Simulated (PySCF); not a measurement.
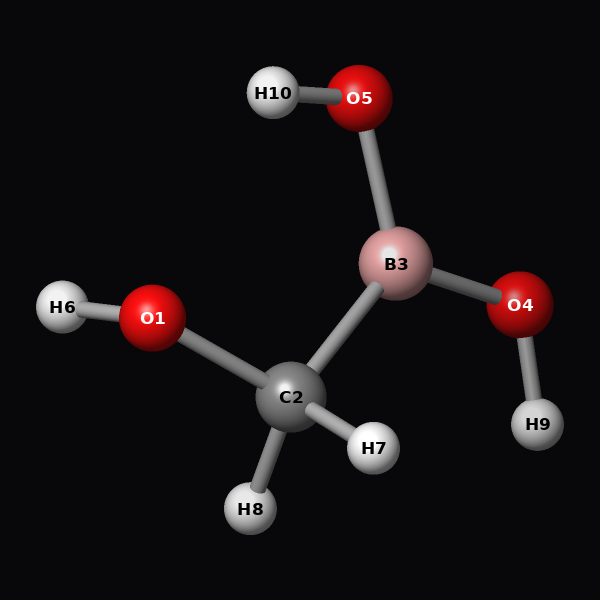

The geometry was computed by an optimisation with PBE0-D3(BJ)/def2-SVP. No frequency run is at hand to confirm it as a minimum. Method: delta-SCF UKS SCAN, pcX-2 on the ionised atom, pcseg-1 elsewhere, spin-free X2C (PySCF 2.14.0).

Give the core-electron binding energies (to vacuum) of O1 1s, C2 1s, B3 1s, O4 1s.

```json
{"atom": "O1", "level": "1s", "binding energy (eV)": "539.2"}
{"atom": "C2", "level": "1s", "binding energy (eV)": "292.1"}
{"atom": "B3", "level": "1s", "binding energy (eV)": "197.3"}
{"atom": "O4", "level": "1s", "binding energy (eV)": "539.2"}
```
